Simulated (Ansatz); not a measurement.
C7H19NSi

Input

```
crystal:
  periodic: [false, false, false]
  atoms:
    - {symbol: Si, position_ang: [0.506236, 0.791531, 1.047076]}
    - {symbol: C, position_ang: [0.127734, 0.787948, 2.889695]}
    - {symbol: H, position_ang: [-0.951708, 0.903449, 3.085907]}
    - {symbol: H, position_ang: [0.644123, 1.618889, 3.397966]}
    - {symbol: H, position_ang: [0.459460, -0.150459, 3.364283]}
    - {symbol: C, position_ang: [2.367743, 0.655036, 0.797760]}
    - {symbol: H, position_ang: [2.737545, -0.325123, 1.141224]}
    - {symbol: H, position_ang: [2.886458, 1.435832, 1.380695]}
    - {symbol: H, position_ang: [2.670361, 0.778393, -0.254473]}
    - {symbol: C, position_ang: [-0.056479, 2.437243, 0.309921]}
    - {symbol: H, position_ang: [0.137101, 2.499454, -0.773998]}
    - {symbol: H, position_ang: [0.476478, 3.280144, 0.783310]}
    - {symbol: H, position_ang: [-1.137031, 2.594790, 0.463835]}
    - {symbol: N, position_ang: [-0.350211, -0.605560, 0.430797]}
    - {symbol: C, position_ang: [-0.623875, -1.033469, -0.945156]}
    - {symbol: C, position_ang: [0.583227, -0.715695, -1.832079]}
    - {symbol: C, position_ang: [-0.860085, -2.549687, -0.939140]}
    - {symbol: C, position_ang: [-1.870412, -0.325123, -1.506004]}
    - {symbol: H, position_ang: [-1.072511, -0.941811, 1.065860]}
    - {symbol: H, position_ang: [0.406321, -1.061854, -2.862396]}
    - {symbol: H, position_ang: [0.773646, 0.369594, -1.876870]}
    - {symbol: H, position_ang: [1.489300, -1.210021, -1.448045]}
    - {symbol: H, position_ang: [0.024678, -3.071637, -0.542609]}
    - {symbol: H, position_ang: [-1.073137, -2.929407, -1.951781]}
    - {symbol: H, position_ang: [-1.721282, -2.804763, -0.297815]}
    - {symbol: H, position_ang: [-1.717890, 0.765670, -1.531471]}
    - {symbol: H, position_ang: [-2.746951, -0.528653, -0.868125]}
    - {symbol: H, position_ang: [-2.108829, -0.664710, -2.528369]}
basis:
  gaussian: {orbitals: def2-TZVP, initial_orbitals: start.molden}
hamiltonian: {xc: pbe0, dispersion: d4}
scf: {omitted_lower_state_checks: [starts]}
output: {forces: true, orbitals: {seedname: orbitals}}
```

Command:

```sh
ansatz run in.yaml --threads 2 --pin off --events-out ev --progress --plain --max-ram 22528MiB --backend cuda --devices 0, --max-vram 18GiB
```

Geometry: r2SCAN-D4/def2-SVP.

All numbers below come from RKS PBE0-D4/def2-TZVP in Ansatz 0.2.0.

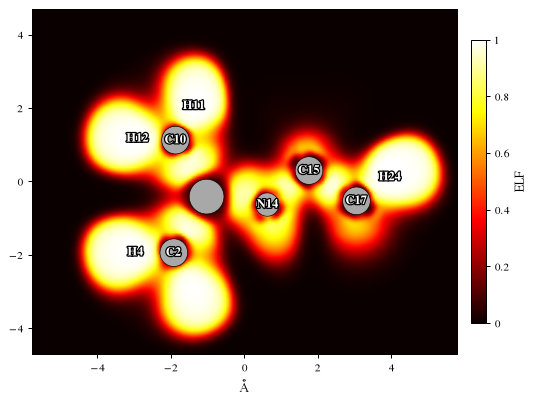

Figure 1. ELF on the plane of atoms N14, C15 and C17. Grey discs cover the atomic cores.

What does the map show?

The plane passes through C, H and N nuclei.
C–N (1.47 Å): the ELF peaks at about 0.90 between the atoms: a covalent bond.
C–C (1.53 Å): the ELF peaks at about 0.95 between the atoms (a shared electron pair).
C–H (1.10 Å): the ELF climbs to about 1 towards the hydrogen, as it does in any bond to H; an ordinary covalent bond to hydrogen.

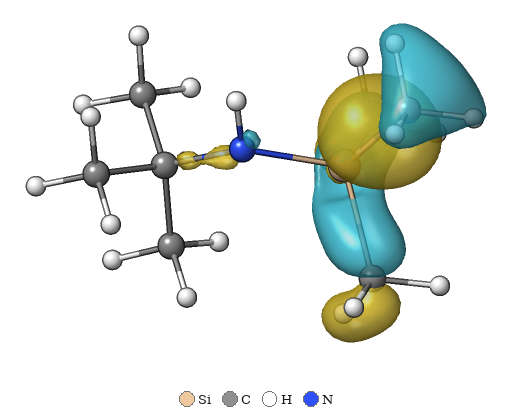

Figure 2. The HOMO−1 at ±0.15 Å⁻³ᐟ² (yellow and cyan are the two phases), seen across its widest extent.

Describe this orbital and give its energy.

It lies mainly on C2 (about 35 %), Si1 (about 20 %), C6 (about 10 %) and C10 (about 10 %). Its energy is −8.33 eV.

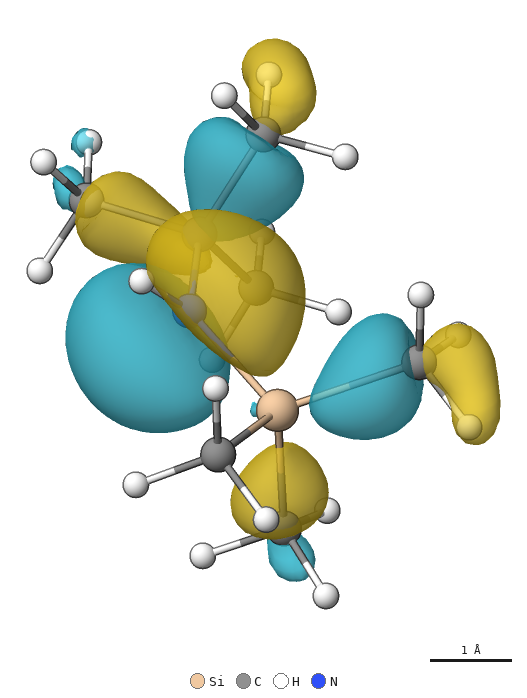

Figure 3. The HOMO at ±0.1 Å⁻³ᐟ² (yellow and cyan are the two phases), seen at an oblique angle.

Describe this orbital and give its energy.

By Hirshfeld shares it lies mainly on N14 (about 55 %), Si1 (about 10 %), C15 (about 5 %), C10 (about 5 %) and C18 (about 5 %). Its energy is −6.36 eV.
